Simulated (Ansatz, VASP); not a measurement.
**NbB2 in two plane-wave programs**

One calculation is typed for both programs; each brings its own data sets and cutoff. How far apart do they land?

Calculated with Ansatz 0.2.0; plane waves, with VASP 6.6.1 beside it; relaxation of cell and atoms at LDA and zone-centre phonons at LDA.

The database entry behind the starting cell differs from later determinations by our own check (an axis about 1.2 % long against later determinations), so it need not match the best structure at ambient conditions.

## 1. Set-up

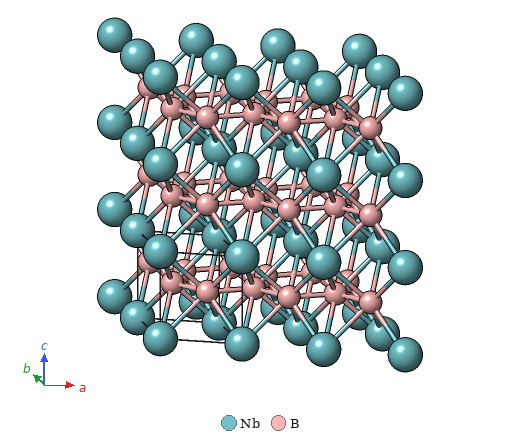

Start, viewed slightly off an axis; niobium teal, boron pink. 3×2×3 cells are drawn. Some periodic images of atoms are drawn too.

## 2. VASP: relaxation of cell and atoms, LDA

The relaxed volume is the usual yardstick between codes: its relative difference is about their pressure difference at one cell divided by the bulk modulus.

Lines of VASP's logs that name or quote its potential files are left out, and so is its time.

File INCAR:

```
SYSTEM = NbB2
PREC = Accurate
ENCUT = 420
EDIFF = 1E-06
NELM = 100
ISMEAR = 0
SIGMA = 0.05
LREAL = .FALSE.
ALGO = Normal
GGA = CA
NBANDS = 15
LORBIT = 11
LWAVE = .FALSE.
LCHARG = .FALSE.
KPAR = 2
IBRION = 2
NSW = 60
ISIF = 3
EDIFFG = -0.01
```

File POSCAR:

```
NbB2
1.0
    3.0860000000      0.0000000000      0.0000000000
   -1.5430000000      2.6725543961      0.0000000000
    0.0000000000      0.0000000000      3.3060000000
Nb B
1 2
Direct
    0.0000000000      0.0000000000      0.0000000000
    0.3333333333      0.6666666667      0.5000000000
    0.6666666667      0.3333333333      0.5000000000
```

File KPOINTS:

```
Automatic mesh
0
Gamma
10 10 8
0 0 0
```

Potentials, in the order of the species: Nb_sv and B (LDA family, release 64).

Run with:

```sh
$ mpirun -np 2 vasp_std
```

Numbers of over 12 decimals in the logs are rounded to 6 here.

The program printed:

```text
[banner, memory and clock lines left out]
running    2 mpi-ranks, on    1 nodes
 distrk:  each k-point on    1 cores,    2 groups
 distr:  one band on    1 cores,    1 groups

 POSCAR found type information on POSCAR NbB
 POSCAR found :  2 types and       3 ions
 LDA part: xc-table for (Slater(with rela. corr.)+CA(PZ))
 , standard interpolation
 POSCAR, INCAR and KPOINTS ok, starting setup
 FFT: planning ... GRIDC
 FFT: planning ... GRID_SOFT
 FFT: planning ... GRID
 WAVECAR not read
 entering main loop
       N       E                     dE             d eps       ncg     rms          rms(c)
DAV:   1     0.122849161921E+03    0.12285E+03   -0.88493E+03  2100   0.107E+03
DAV:   2    -0.263227949368E+02   -0.14917E+03   -0.14489E+03  2639   0.394E+02
DAV:   3    -0.318219557950E+02   -0.54992E+01   -0.54346E+01  3315   0.652E+01
DAV:   4    -0.320300031048E+02   -0.20805E+00   -0.20786E+00  2824   0.118E+01
DAV:   5    -0.320368144164E+02   -0.68113E-02   -0.68101E-02  3403   0.188E+00    0.120E+01
DAV:   6    -0.285358257571E+02    0.35010E+01   -0.14236E+01  3535   0.290E+01    0.274E+00
DAV:   7    -0.285479962049E+02   -0.12170E-01   -0.46756E-01  2549   0.627E+00    0.196E+00
DAV:   8    -0.285441940558E+02    0.38021E-02   -0.68687E-02  3926   0.219E+00    0.334E-01
DAV:   9    -0.285438038453E+02    0.39021E-03   -0.30943E-03  2994   0.556E-01    0.113E-01
DAV:  10    -0.285437346608E+02    0.69185E-04   -0.49176E-04  2910   0.220E-01    0.251E-02
DAV:  11    -0.285437276310E+02    0.70298E-05   -0.39249E-05  3061   0.699E-02    0.106E-02
DAV:  12    -0.285437272613E+02    0.36976E-06   -0.15512E-06  2201   0.115E-02
   1 F= -.28543727E+02 E0= -.28542366E+02  d E =-.285437E+02
[...]
2 F= -.28534198E+02 E0= -.28532940E+02  d E =0.952958E-02
[...]
3 F= -.28551461E+02 E0= -.28550147E+02  d E =-.773408E-02
[...]
4 F= -.28551461E+02 E0= -.28550147E+02  d E =-.773342E-02
[...]
5 F= -.28551874E+02 E0= -.28550620E+02  d E =-.413777E-03
 trial-energy change:   -0.000414  1 .order   -0.000414   -0.000663   -0.000165
 step:   1.1736(harm=  1.1736)  dis= 0.00000  next Energy=   -28.551902 (dE=-0.441E-03)
 bond charge predicted
       N       E                     dE             d eps       ncg     rms          rms(c)
DAV:   1    -0.285519949646E+02   -0.12010E-03   -0.59002E-03  2401   0.801E-01    0.573E-02
DAV:   2    -0.285519213871E+02    0.73577E-04   -0.21720E-04  2590   0.131E-01    0.296E-02
DAV:   3    -0.285518971914E+02    0.24196E-04   -0.77786E-05  3230   0.722E-02    0.359E-03
DAV:   4    -0.285518970706E+02    0.12083E-06   -0.20606E-06  2196   0.128E-02
   6 F= -.28551897E+02 E0= -.28550665E+02  d E =-.436393E-03
 curvature:  -0.60 expect dE=-0.507E-05 dE for cont linesearch -0.262E-06
 trial: gam= 0.01655 g(F)=  0.320E-49 g(S)=  0.843E-05 ort =-0.183E-04 (trialstep = 0.940E+00)
 search vector abs. value=  0.803E-05
 reached required accuracy - stopping structural energy minimisation
```

Parts of OUTCAR (step 2):

```text
ion  position               nearest neighbor table
   1  0.000  0.000  0.000-   2 2.43   3 2.43   2 2.43   3 2.43   3 2.43   3 2.43   2 2.43   2 2.43
                             3 2.43   3 2.43   2 2.43   2 2.43
   2  0.333  0.667  0.500-   3 1.78   3 1.78   3 1.78   1 2.43   1 2.43   1 2.43   1 2.43   1 2.43
                             1 2.43
   3  0.667  0.333  0.500-   2 1.78   2 1.78   2 1.78   1 2.43   1 2.43   1 2.43   1 2.43   1 2.43
                             1 2.43

  LATTYP: Found a hexagonal cell.
 ALAT       =     3.0860000000
 C/A-ratio  =     1.0712896954

 Subroutine GETGRP returns: Found 24 space group operations
 (whereof 24 operations were pure point group operations)

The static configuration has the point symmetry D_6h.

 Found     70 irreducible k-points:

   k-points           NKPTS =     70   k-points in BZ     NKDIM =     70   number of bands    NBANDS=     15

   dimension x,y,z NGX =    24 NGY =   24 NGZ =   24
   dimension x,y,z NGXF=    48 NGYF=   48 NGZF=   48

   ENCUT  =  420.0 eV  30.87 Ry    5.56 a.u.   5.16  5.16  5.52*2*pi/ulx,y,z

   NELECT =      19.0000    total number of electrons

 k-points in reciprocal lattice and weights: Automatic mesh
   0.00000000  0.00000000  0.00000000       0.001
   0.10000000  0.00000000  0.00000000       0.007
   0.20000000  0.00000000  0.00000000       0.007
   0.30000000 -0.00000000  0.00000000       0.007
   0.40000000  0.00000000  0.00000000       0.007
   0.50000000 -0.00000000  0.00000000       0.004
   0.10000000  0.10000000  0.00000000       0.007
   0.20000000  0.10000000  0.00000000       0.015
   0.30000000  0.10000000  0.00000000       0.015
[...]
0.40000000  0.20000000  0.50000000       0.007
   0.30000000  0.30000000  0.50000000       0.007

 average (electrostatic) potential at core
       1 -76.1622       2 -25.5866       3 -25.5866

 E-fermi :  12.8980

 k-point     1 :       0.0000    0.0000    0.0000
  band No.  band energies     occupation
    ...
      5      -1.3766      2.00000
      6       8.4736      2.00000
      7       8.4736      2.00000
      8       8.5252      2.00000
      9       9.8341      2.00000
     10      14.2471      0.00000
     11      14.2471      0.00000
     12      16.1967      0.00000
     13      16.1967      0.00000
     14      17.2833      0.00000
    ...

 k-point     2 :       0.1000    0.0000    0.0000
  band No.  band energies     occupation
    ...
      5      -1.1673      2.00000
      6       7.9827      2.00000
      7       8.5399      2.00000
      8       8.6815      2.00000
      9       9.4798      2.00000
     10      14.1434      0.00000
     11      14.7534      0.00000
     12      15.0890      0.00000
     13      15.3717      0.00000
     14      18.2080      0.00000
    ...

 k-point     3 :       0.2000    0.0000    0.0000
  band No.  band energies     occupation
    ...
      5      -0.5739      2.00000
      6       6.8562      2.00000
      7       8.6619      2.00000
      8       8.7895      2.00000
      9       8.9629      2.00000
     10      13.8868      0.00000
     11      14.0276      0.00000
     12      14.7878      0.00000
     13      15.5849      0.00000
     14      18.9921      0.00000
    ...

  Total        0.0108515      0.0108515      0.0169908      0.0000000     -0.0000000      0.0000000
  in kB        0.6488995      0.6488995      1.0160179      0.0000000     -0.0000000      0.0000000
  external PRESSURE =       0.7712723 kB  Pullay stress =       0.0000000 kB

  energy-cutoff  :      420.00
  volume of cell :       26.79
      direct lattice vectors                 reciprocal lattice vectors
     3.074911098 -0.000000000  0.000000000     0.325212654  0.187761614  0.000000000
    -1.537455549  2.662951125  0.000000000    -0.000000000  0.375523227  0.000000000
    -0.000000000 -0.000000000  3.272100393    -0.000000000 -0.000000000  0.305614095

 POSITION                                       TOTAL-FORCE (eV/Angst)
 -----------------------------------------------------------------------------------
     -0.00000      0.00000      0.00000        -0.000000     -0.000000      0.000000
     -0.00000      1.77530      1.63605        -0.000000      0.000000     -0.000000
      1.53746      0.88765      1.63605         0.000000     -0.000000      0.000000
 -----------------------------------------------------------------------------------
    total drift:                               -0.000000      0.000000     -0.000000

  FREE ENERGIE OF THE ION-ELECTRON SYSTEM (eV)
  ---------------------------------------------------
  free  energy   TOTEN  =       -28.5518970706 eV

  energy  without entropy=      -28.5494329953  energy(sigma->0) =      -28.55066503

 reached required accuracy - stopping structural energy minimisation

 total charge
# of ion       s       p       d       tot
------------------------------------------
    1        2.157   6.065   2.625  10.848
    2        0.669   1.337   0.000   2.006
    3        0.669   1.337   0.000   2.006
--------------------------------------------------
tot          3.495   8.739   2.625  14.859

[... 3 further parts left out ...]
```

## 3. Ansatz: relaxation of cell and atoms, LDA

Ansatz runs on its default PAW (the set named soft_2) files.

The same cell, functional (in two slightly different forms), mesh and smearing now go to Ansatz, which takes its cutoff from its data sets.

File input.yaml:

```yaml
crystal:
  lattice:
    - [3.086, 0.0, 0.0]
    - [-1.543, 2.6725543961, 0.0]
    - [0.0, 0.0, 3.306]
  atoms:
    - { symbol: Nb, position: [0.0, 0.0, 0.0] }
    - { symbol: B, position: [0.3333333333, 0.6666666667, 0.5] }
    - { symbol: B, position: [0.6666666667, 0.3333333333, 0.5] }
hamiltonian:
  xc: lda
  pseudopotentials: { kind: paw }
kpoints:
  mp_grid: { grid: [10, 10, 8] }
scf:
  occupations: { method: gaussian, width: 0.05 }
relax:
  f_tol: 0.01
  max_steps: 60
  cell: { stress_tol: 0.05 }
output:
  forces: true
  stress: true
  write_density: true
  write_potential: true
  elf: true
  volumetric_format: npy
```

Run with:

```sh
$ ansatz run input.yaml --threads 4 --pin off --max-ram 9216MiB --backend cpu --events-out ev --progress --plain --runs-dir out
```

The program printed:

```text
Engine: ansatz 0.2.0, aarch64-unknown-linux-gnu
Pseudopotentials: kind: paw
Pseudopotential: Nb, paw, valence charge 13, recommended cutoff 420 eV (normal), Nb.paw.azcp
Pseudopotential: B, paw, valence charge 3, recommended cutoff 420 eV (normal), B.paw.azcp
Functional definition: SPW92
  exchange = slater_x
  correlation = pw_c
Crystal: 3 atoms, lattice volume = 27.266 Å³
Basis set: ecut = 420 eV, 551 PW (Γ)
Bands: 14, of which v1, the nominal top of the filled ones, is band 10 counted from 1 (9 counted from 0)
Symmetry: 24 space group operations
Space group: P6/mmm (ITA 191), of the structure as read, at distance tolerance 3.0e-5 Å
k-points: 70 of 800
Non-local potential: Nb, projectors of the file, l = 0: 3, l = 1: 2, l = 2: 2, l = 3: 1
Non-local potential: B, projectors of the file, l = 0: 2, l = 1: 2, l = 2: 1
PAW form: soft (Blöchl's): semilocal exchange-correlation on the pseudo side does not see the compensation charge
PAW frozen core: Nb, regenerated for the run's functional, and the local potential with it (the file was generated under x = pbe(κ = 0.804, μ = 0.219515), c = pbe(β = 0.066725))
PAW frozen core: B, regenerated for the run's functional, and the local potential with it (the file was generated under x = pbe(κ = 0.804, μ = 0.219515), c = pbe(β = 0.066725))
PAW one-centre angular grid: Nb, 590 points (default); XC on 64 Gauss nodes
PAW one-centre angular grid: B, 110 points (default); XC on 64 Gauss nodes
Initial density: superposition of atomic densities (neutral atoms: chi_scale 0, normalization atom), corrected by the library's trained network
Initial wavefunctions: pseudopotential atomic-orbital guess
Functional: x = slater, c = lda
SCF iter   1: F=—  HF=-4744.489173 eV  |F-HF|=—  |Δ(HF+E_count)|=         —  Δρ=5.57e-3  dr2=3.17e-3  ethr=1.77e-3  ⟨swp⟩=5.8  Hψ=5314  notcnv=0
preconditioner: auto → none  [metal: Δε(μ)=0.013 eV  Ē_g=9.392 eV  σ=0.050 eV  W_gap=0.14  n_scr=8 (ndim 8)  ℏωp=23.6 eV  f_vac=0.000  D(μ)=2.22/eV (n_scr^D=22)  sad-step TF]
SCF iter   2: F=—  HF=-4744.488479 eV  |F-HF|=—  |Δ(HF+E_count)|=   6.94e-4  Δρ=3.27e-3  dr2=1.41e-3  ethr=1.67e-5  ⟨swp⟩=1.2  Hψ=1597  notcnv=0
SCF iter   3: F=—  HF=-4744.488176 eV  |F-HF|=—  |Δ(HF+E_count)|=   3.04e-4  Δρ=4.40e-4  dr2=2.30e-5  ethr=7.44e-6  ⟨swp⟩=2.8  Hψ=1590  notcnv=0
SCF iter   4: F=—  HF=-4744.488167 eV  |F-HF|=—  |Δ(HF+E_count)|=   8.97e-6  Δρ=9.45e-5  dr2=2.81e-6  ethr=1.21e-7  ⟨swp⟩=2.0  Hψ=1610  notcnv=0
SCF iter   5: F=—  HF=-4744.488166 eV  |F-HF|=—  |Δ(HF+E_count)|=   8.63e-7  Δρ=2.06e-5  dr2=1.07e-7  ethr=1.48e-8  ⟨swp⟩=3.0  Hψ=1615  notcnv=0
SCF iter   6: F=-4744.488166 eV  HF=-4744.488166 eV  |F-HF|=2.29e-9  |Δ(HF+E_count)|=   3.17e-8  Δρ=4.45e-6  dr2=2.98e-9  ethr=5.26e-10  ⟨swp⟩=7.1  Hψ=4894  notcnv=0
SCF 1 converged in 6 iterations: F = -4744.488166 eV  dr2 = 2.98e-9
  greatest PAW one-centre occupation: 0.997 electrons in one spin orbital (limit 2), on the Nb atom at site 0 (counted from 0), in its partial waves of l = 0
relax step   1: F+E_penalty+E_count = -4744.48816581 eV  Δ(F+E_penalty+E_count) = +0.000e0 eV  max|allowed force component| = 3.084e-16 eV/Å  Δτ_max = 0.0000 Å  P = -5.053 GPa  Ω = 27.266 Å³  (6 SCF iters, dr2 threshold 1.00e-7 eV, accepted)
[...]
relax step   2: F+E_penalty+E_count = -4744.49601540 eV  Δ(F+E_penalty+E_count) = -7.850e-3 eV  max|allowed force component| = 1.912e-16 eV/Å  Δτ_max = 0.0000 Å  P = +1.169 GPa  Ω = 26.706 Å³  energy of the carried Pulay correction = +7.857e-4 eV  (6 SCF iters, dr2 threshold 3.00e-7 eV, accepted)
[...]
relax step   3: F+E_penalty+E_count = -4744.49657384 eV  Δ(F+E_penalty+E_count) = -5.584e-4 eV  max|allowed force component| = 3.886e-16 eV/Å  Δτ_max = 0.0000 Å  P = -0.054 GPa  Ω = 26.815 Å³  energy of the carried Pulay correction = +6.342e-4 eV  (6 SCF iters, dr2 threshold 3.00e-7 eV, accepted)
[...]
relax step   4: F+E_penalty+E_count = -4744.49658422 eV  Δ(F+E_penalty+E_count) = -1.038e-5 eV  max|allowed force component| = 4.749e-16 eV/Å  Δτ_max = 0.0000 Å  P = -0.000 GPa  Ω = 26.810 Å³  energy of the carried Pulay correction = +6.411e-4 eV  (6 SCF iters, accepted)
[...]
relax step   5: F+E_penalty+E_count = -4744.49600199 eV  Δ(F+E_penalty+E_count) = +5.822e-4 eV  max|allowed force component| = 4.749e-16 eV/Å  Δτ_max = 0.0000 Å  P = -0.032 GPa  Ω = 26.810 Å³  stress off target by 4.76e-2 GPa  SCF on the basis re-selected at this cell (its energy is not comparable with the rows above)  (8 SCF iters)
basis re-selected at this cell: Δ(F+E_penalty+E_count) = +5.822e-4 eV, ΔP = -0.032 GPa vs the last step (what re-selecting the basis moved, of the pressure what is left beyond the Pulay correction that the steps carried, after the strain that the cell walked since its last selection, with what the two solves' SCF thresholds leave and, on support functions, any second-order correction that the steps lacked; it is no m [...]
SCF converged after 8 iterations
Free energy (F): -4744.496002 eV
Harris-Foulkes:  -4744.496002 eV  (|F-HF|=9.09e-13)
Internal energy: -4744.493508 eV  (E = F + TS)
E sigma→0 (E₀):  -4744.494755 eV
Entropy (-TS):   -0.002494 eV (-0.831 meV/atom)
Fermi energy:    18.786003 eV
--- Per-component energies (eV) ---
  E_band       = -11.955171
  E_kinetic    = 501.569698
  E_local      = -695.350484  (includes V_loc(G=0)·N_el)
  E_nonlocal   = 146.477176
  E_hartree    = 223.176693
  E_xc         = -242.391633
  E_vxc        = -293.993878  (∫ρ·V_xc dr)
  E_paw        = -3110.264676  (= ΣΔE_a)
  E_vpaw       = -117.011071  (= ΣTr[D̂ρ^β])
  E_aug_tail   = 0.000001  (compensation charges beyond the density's cutoff)
  E_ewald      = -1568.227646
  E_core_change = 0.517363  (= ΣΔE_core)
  E_smearing   = -0.002494  (= −TS)
  E_closure    = -0.000000  (closes the sum)
  Σ components = -4744.496002   (vs F -4744.496002, Δ=0.00e0)
--- Forces (eV/Å), atoms counted from 1 ---
  atom   1  Nb     0.00000000     0.00000000     0.00000000
  atom   2  B      0.00000000    -0.00000000    -0.00000000
  atom   3  B      0.00000000     0.00000000     0.00000000
  max |Σ_I F_I| component: 3.70e-17 eV/Å
--- Stress (GPa, compression-positive) ---
       -0.024128       0.000000       0.000000
        0.000000      -0.024128       0.000000
        0.000000       0.000000      -0.047620
  P = ⅓ Tr σ = -0.0320 GPa (-0.320 kbar)
--- Band table (eV; the first three rows and the last of 70) ---
  k-point 0: bands = [... 6 lower, 14.3690, 14.4176, 15.7138, 20.1364, 20.1364, 22.0734, 22.0734, 23.1722]
  k-point 1: bands = [... 6 lower, 14.5495, 14.5495, 16.4484, 19.2591, 19.2591, 21.5164, 21.5164, 23.3315]
  k-point 2: bands = [... 6 lower, 15.0838, 15.0838, 17.6612, 18.0551, 18.0551, 20.2070, 20.2070, 23.2147]
  k-point 69: bands = [... 6 lower, 12.6425, 14.3265, 14.4843, 21.1343, 23.3339, 23.3676, 24.0160, 24.8018]
--- Relaxed structure (4 steps of the walk, 4 accepted, 1 SCFs on fresh bases) ---
  F+E_penalty+E_count = -4744.49600199 eV   max|allowed force component| = 4.749e-16 eV/Å   (the final SCF, on the basis selected at the relaxed cell)
  cell:  # Å, volume = 26.8102 Å³
    - [3.074865, 0.0, 0]
    - [-1.537432, 2.662911, -6.526607341596451e-19]
    - [0, -8.073535903662177e-19, 3.274297]
  atoms:
    - { symbol: Nb, position: [0, 0, 0] }
    - { symbol: B, position: [0.333333, 0.666667, 0.5] }
    - { symbol: B, position: [0.666667, 0.333333, 0.5] }
```

Run time: 2 s. Hardware: 4 threads of Arm Neoverse V2, shared host; peak memory 0.32 GiB.

## 4. Comparison

Known differences besides the PAW data sets themselves: the two LDA forms differ slightly; both relaxations stop at a tolerance, which leaves soft axes loose, and VASP keeps its plane-wave basis; Ansatz makes its cores anew for this functional, VASP keeps those of its LDA data sets; Ansatz adds a Pulay correction to the stress that steers its cell, VASP none. Total energies have different zeros and are not compared.

Both answers:

| quantity | Ansatz | VASP | difference |
| --- | --- | --- | --- |
| volume (Å³) | 26.81 | 26.79 | +0.06 % |
| edge a after relaxation, in the typed setting (Å) | 3.075 | 3.075 | +0.00 % |
| edge c after relaxation, in the typed setting (Å) | 3.274 | 3.272 | +0.07 % |

The walks stopped with -0.03 GPa left in Ansatz and 0.08 GPa in VASP; each walk ends within a tolerance, so the volume difference is uncertain by about these residues over the bulk modulus, most in soft cells.

(Part 1 of 2 ends here.)

[Lines on the potential files, build, host, timing and source positions are cut from VASP's logs without a mark.]

[Logs are printed without paths, hosts, clocks, repeated set-up lines and the standing remarks that a program may print on its own settings, such as how far it seeks lower states.]

[Hosts, paths, dates, database ids (printed as entryN), source tags and the programs' standing remarks are cut or masked in the printed files.]
